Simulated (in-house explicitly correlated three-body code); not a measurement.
Two electrons around a point charge Z = 0.945. Computed variationally in 260 exponentially correlated functions with an in-house code, non-relativistic, converged to about 10⁻⁷ hartree. Wanted, and plotted below: the exact exchange and correlation potentials of the ground state, from inverting its density, with the radial density dashed.

The exchange potential, minus half the Hartree potential for two paired electrons, rises from −0.61 hartree at 0.26 bohr to −0.04 at 26 bohr, tending to −1/r far out. The correlation potential is −0.071 hartree at the inner end, crosses zero near 0.92 bohr and has a positive maximum of 0.067 hartree near 2.3 bohr; the density peaks at 1.2 bohr. The LDA correlation potential, by contrast, is negative everywhere. The Kohn-Sham level equals minus the binding of the second electron, −0.255 eV.

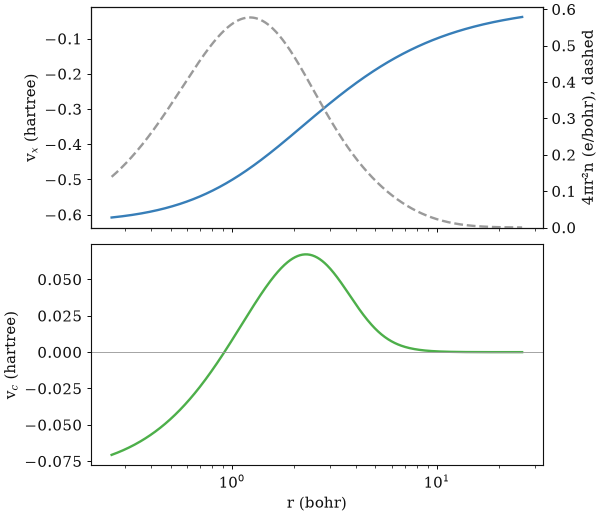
